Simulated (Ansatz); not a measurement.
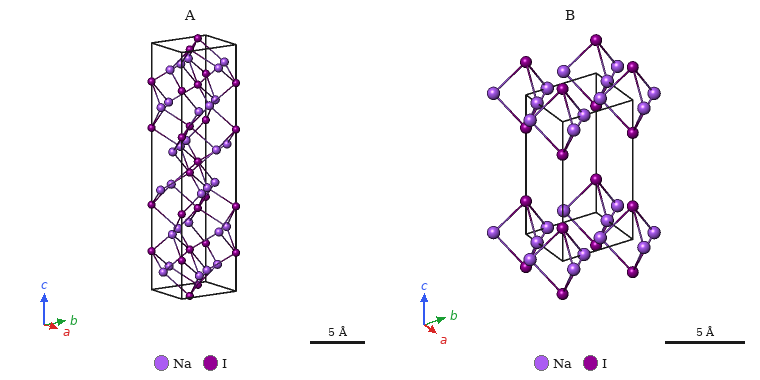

Two structures of Na3I2, each relaxed to rest (conventional cells in solid outline, small ones repeated, not to one scale). Method: DFT PBE, scalar-relativistic, plane waves, PAW in Ansatz 0.2.0, without spin polarisation.

**Name structures A and B.**

A: 30 atoms a cell on a rhombohedral (trigonal R) lattice, R-3c. B: 5 atoms a cell on a primitive hexagonal lattice, P-62m.

**Which is the more stable form at this level of theory?**

A is lower, by 199 meV/atom at this level of theory (energies at zero smearing). Volumes: A 43.4, B 76.7 Å³/atom.

One or both may be structure types tried for this composition rather than known phases.
